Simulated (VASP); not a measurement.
Band structure of MgSe (rock salt). These are AM05 GGA, VASP's PBE PAW potentials (set 64) (plane waves; VASP) values and carry that method's errors.

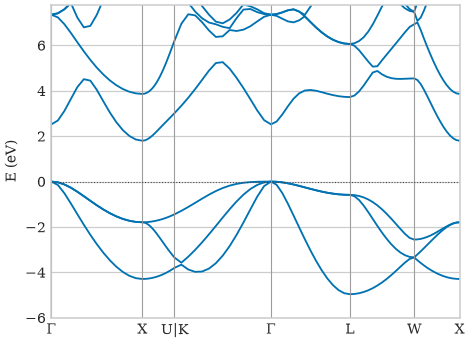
Fig. 1. Bands along high-symmetry lines, zero at the valence-band maximum or, without a gap, the Fermi level

Problem. Read the plot: is there a gap, and where are the band edges?

Solution. The gap is indirect, 1.80 eV, from the valence maximum at Γ to the conduction minimum at X. (Edges off the drawn lines would not show.)

The compound is MgSe in the rock salt structure. It was relaxed first.
